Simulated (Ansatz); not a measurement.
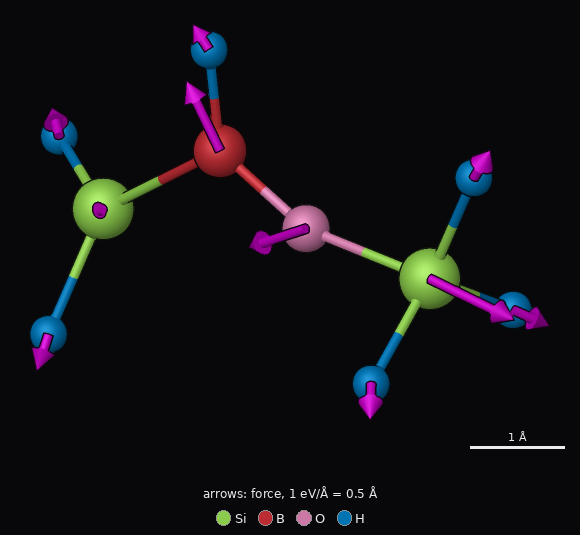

Starting geometry of BSi2H6O (charge +1) with the computed forces as purple arrows. A ball-and-stick model, seen from a free direction.

The run prepares the start of a later molecular dynamics calculation, from a guessed geometry.

These are results of RKS revPBE/6-31G (Ansatz 0.2.0), not measurements. Set-up: no spin polarisation; force threshold 0.02 eV/Å; at most 40 steps.

### What follows when this structure is relaxed?

It isn't relaxed: the largest force vector, on a Si atom, is 2.31 eV/Å. The final displacements have little in common with the starting forces (cosine between the two patterns 0.02). The energy falls by 18.7 kcal/mol in 17 accepted moves (19 points after the start). The largest force component goes from 2.1 to 0.012 eV/Å. The line search rejected the trial steps at points 14, 17 of the run. The atom that moves furthest after the best rigid fit is an H atom (1.55 Å). By element the largest moves are H 1.55 Å, B 0.61 Å, O 0.49 Å, Si 0.38 Å. Among the contacts that change: O–Si 2.839 → 2.078 Å, O–Si 1.671 → 1.875 Å, B–O 1.290 → 1.403 Å, H–Si 1.458 → 1.501 Å. Among the angles between lasting bonds that change: Si–B–O 116.6° → 72.8°, Si–B–H 120.5° → 155.6°, B–O–Si 156.4° → 141.0°. Groups turn about B–Si by about 50°. The run took 35 s on 1 thread of Arm Neoverse V2, with other jobs on the host, peak memory 0.12 GiB.
